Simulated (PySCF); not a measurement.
**C₅H₆F+: NMR shifts and spin-spin couplings**

What NMR shifts and spin-spin couplings should C₅H₆F+ (`C[c+]1cc1CF`) show?

Programs: PySCF 2.14.0, with density-fitted response routines of our own. Each step states its level of theory. These are calculated values for one molecule in the gas phase, unless marked as measured. Atoms are numbered from 0 throughout.

## Step 1: Starting geometry

12 atoms, charge 1, multiplicity 1; geometry from: GFN2-xTB.

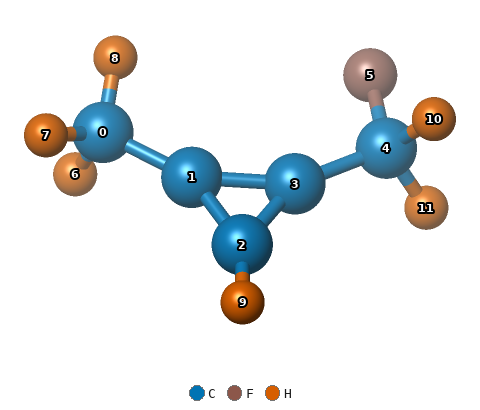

The starting geometry (carbon blue, fluorine brown, hydrogen orange), atoms numbered.

## Step 2: NMR shieldings: PBE0/pcSseg-1

Job settings and geometry (Å):

```
{"job": {"kind": "nmr", "xc": "PBE0", "basis": "pcSseg-1"}, "charge": 1, "multiplicity": 1}
C      1.935738    -0.354180     0.183001
C      0.704415     0.326625    -0.062675
C     -0.010915     1.456216    -0.415164
C     -0.701721     0.304789    -0.112644
C     -1.932231    -0.436273     0.061777
F     -1.681712    -1.716421     0.434459
H      2.281982    -0.785127    -0.764673
H      2.714230     0.332084     0.518280
H      1.802832    -1.186133     0.875780
H     -0.040738     2.482015    -0.709847
H     -2.556885     0.032867     0.840339
H     -2.513796    -0.457148    -0.874661
```

Level: GIAO PBE0/pcSseg-1 NMR shielding, non-relativistic, gas phase.

**Question.** This job is followed by: B3LYP/pcJ-1 indirect spin-spin coupling, non-relativistic, gas phase. What will the session give for the following? 13C shifts against TMS (PBE0/pcSseg-1); 1H shifts against TMS (PBE0/pcSseg-1, means over atoms taken as alike); 19F shifts against CFCl3 (PBE0/pcSseg-1); largest coupling of the table (B3LYP/pcJ-1).

**Answer**, as computed:

```
                                                              quantity                                value
                                13C shifts against TMS (PBE0/pcSseg-1)  193.7, 193.6, 171.8, 82.1, 15.4 ppm
1H shifts against TMS (PBE0/pcSseg-1, means over atoms taken as alike)                 9.94, 6.91, 3.85 ppm
                              19F shifts against CFCl3 (PBE0/pcSseg-1)                           -256.2 ppm
                           largest coupling of the table (B3LYP/pcJ-1)              1J(C,H) C2–H9, 266.1 Hz
```

In words: In the run at B3LYP/pcJ-1, the largest coupling of the table is C2–H9, 266.1 Hz, of which the Fermi-contact term gives 267.5 Hz. Couplings across rotatable bonds belong to this one conformer; where others are populated, the observed values are averages.
